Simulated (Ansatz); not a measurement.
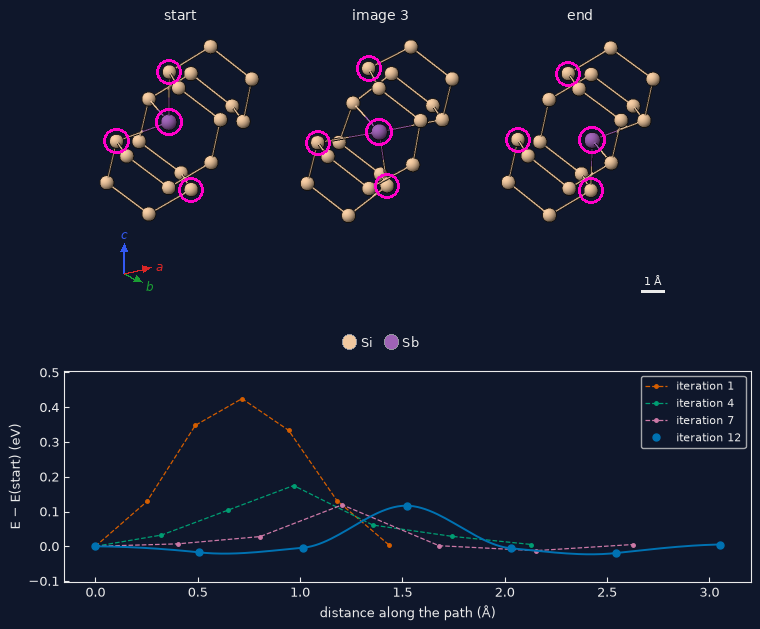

NEB run on Si with a Si vacancy (63 atoms in the cell, charge -1). Images are numbered from 0 (start) to 6 (end). The plot follows the band through its iterations. The picture is a ball-and-stick view of the atoms within 4.3 Å of the middle of the path, seen from a free direction. The atoms that move most are ringed. Bonds to atoms that aren't drawn are left out.

Computed with DFT PBE-D3(BJ), scalar-relativistic, plane waves, PAW in Ansatz 0.2.0. Run with plane-wave cutoff 420 eV; k-point mesh 1 × 1 × 1; Gaussian smearing 0.02 eV; 5 movable images; climbing image; force threshold 0.05 eV/Å; iteration limit 76; starting path by image-dependent pair potential.

Question: Judge this run.

Answer: The run is converged, with reservations. The band converged in 12 iterations. The climbing image converged on the top of the path. A check of its curvatures found one unstable direction (−2.4 eV/Å²), as a transition state must have. The first iteration put the highest image at 0.425 eV. Relative to the start the highest point is image 3 at +0.117 eV and the end lies at +0.005 eV, but the profile dips to −0.019 eV at image 5 on the way, so there is an intermediate minimum on the way.

Limits of the set-up: the cell is charged, on a uniform background, and energies carry no finite-size correction.

PAW datasets: the set soft_1.
